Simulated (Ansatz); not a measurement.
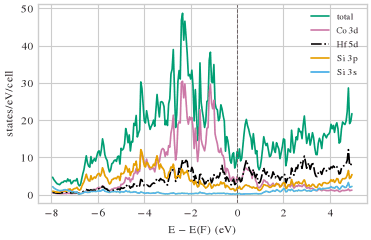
Figure. Total and projected density of states of Hf₄Co₄Si₇ in space group I4/mmm (No. 139; Pearson symbol tI60), the program Ansatz at the r²SCAN level (PAW)

**Question.** Which orbitals carry the states next to the Fermi level?

**Answer.** Within 0.5 eV of the Fermi level: Co 3d 41 %, Hf 5d 37 %, Si 3p 15 %. Projections are on Löwdin-orthogonalised atomic valence shells; empty p or d shells of many metals are not among them.

**Question.** Where is the tallest occupied peak in this window, and what makes it?

**Answer.** Near -2.3 eV, about 49 states/eV per cell; the largest projected share is Co 3d.

The workflow started from a Materials Project entry (that database holds measured and hypothetical structures alike); the Crystallography Open Database copy checked does not list it. Its standing as an ambient phase is unchecked. Symmetry was held in the r²SCAN relaxation; whether a distortion lowers the energy is not shown. The run is not spin-polarised. Scalar-relativistic: spin–orbit coupling is off unless named, which matters more the heavier the elements.

Potentials: the later of the program's two PAW sets.
